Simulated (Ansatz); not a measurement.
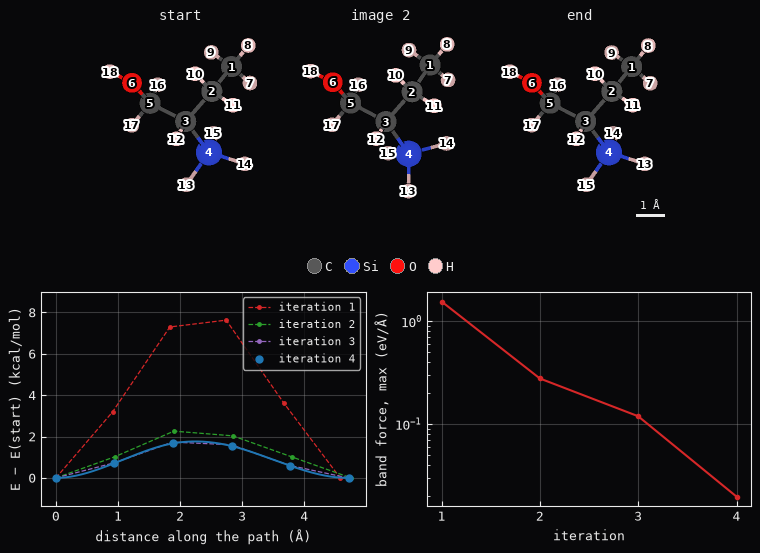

NEB run on C$_{4}$H$_{12}$OSi. Images are numbered from 0 (start) to 5 (end). The plot follows the band through its iterations. A ball-and-stick model, seen at a tilt.

Theory: RKS r2SCAN/STO-3G (Ansatz 0.2.0). Set-up: 4 movable images; no climbing image; force threshold 0.05 eV/Å; iteration limit 60; starting path by image-dependent pair potential.

### Did the band converge, and can the barrier be trusted?

The run is converged, with reservations. The band converged in 4 iterations. The largest component of the band force went from 1.6 to 0.02 eV/Å. No image climbed, so the highest image needn't lie on the saddle point, and the true maximum along this path can be higher. The first iteration put the highest image at 7.63 kcal/mol. The barrier is about 1.67 kcal/mol in both directions, with image 2 at the top; the ends have the same energy.

Limits of the set-up: STO-3G is a minimal basis, so the numbers are rough.

The run took 100 s on 1 thread of Intel(R) Xeon(R) Platinum 8488C (Sapphire Rapids), on a shared host, peak memory 0.16 GiB.
